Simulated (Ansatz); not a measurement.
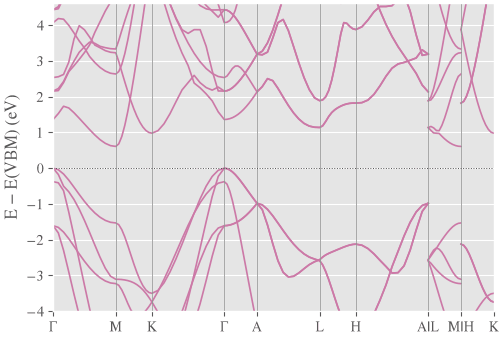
Figure. Band structure from r²SCAN in the plane-wave PAW code Ansatz

**Question.** Read off the gap and where the band edges lie.

**Answer.** About 0.6 eV (0.61 eV by a search for the band edges); maximum at Γ, minimum at M.

The material is Si in space group P6_3/mmc (No. 194; Si on 4f).

The first step of the workflow began from a Materials Project structure, measured or hypothetical; the Crystallography Open Database copy checked does not list it. It is not the phase usual at ambient conditions (space group No. 227). The r²SCAN relaxation kept the symmetry of its start; phonons on a q-mesh show no instability.

Potentials: the earlier of the program's two PAW sets.
